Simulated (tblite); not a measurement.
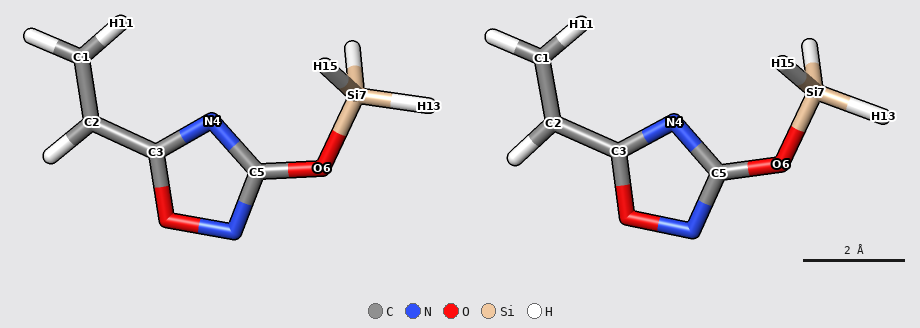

Two geometries of C₄H₆N₂O₂Si, drawn at one scale. One is the start of a relaxation, the other its converged end. The picture is a stick view, seen at a tilt.

Method: GFN2-xTB geometry optimisation, gas phase in tblite. 

Question: Which of the two is the end point?

Answer: The right one is the relaxed one. After 24 geometry steps the energy has fallen by 30.1 kJ/mol. An H atom moves most after the best rigid fit: 0.25 Å. By element the largest moves are H 0.25 Å, O 0.09 Å, Si 0.08 Å, C 0.05 Å, N 0.05 Å. Among the contacts that change: C–O 1.380 → 1.339 Å, C–O 1.338 → 1.298 Å, H–Si 1.495 → 1.460 Å, N–O 1.392 → 1.360 Å. Among the angles between lasting bonds that change: O–Si–H 109.2° → 97.0°, O–C–N 115.8° → 123.7°, H–Si–H 107.3° → 114.7°.
